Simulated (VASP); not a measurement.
Band structure of Te (relaxed from the simple-cubic structure, space group Pm-3m). Computed with r2SCAN meta-GGA, VASP's PBE PAW potentials (set 64) (plane waves; VASP).

Unless said otherwise, spin-orbit coupling is left out, though it shifts the bands of the heavy elements here.

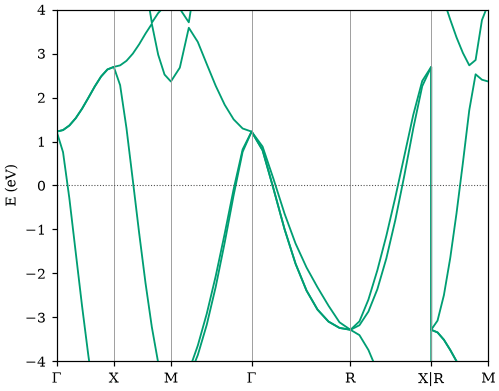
Figure. Bands along high-symmetry lines, zero at the valence-band maximum or, without a gap, the Fermi level

Task: Read the plot: is there a gap, and where are the band edges?

Result: It has no gap at this level: it comes out as a metal or semimetal.

The structure was generated: Te was put into the simple-cubic type (Pm-3m), which need not be its known phase. It was relaxed first.
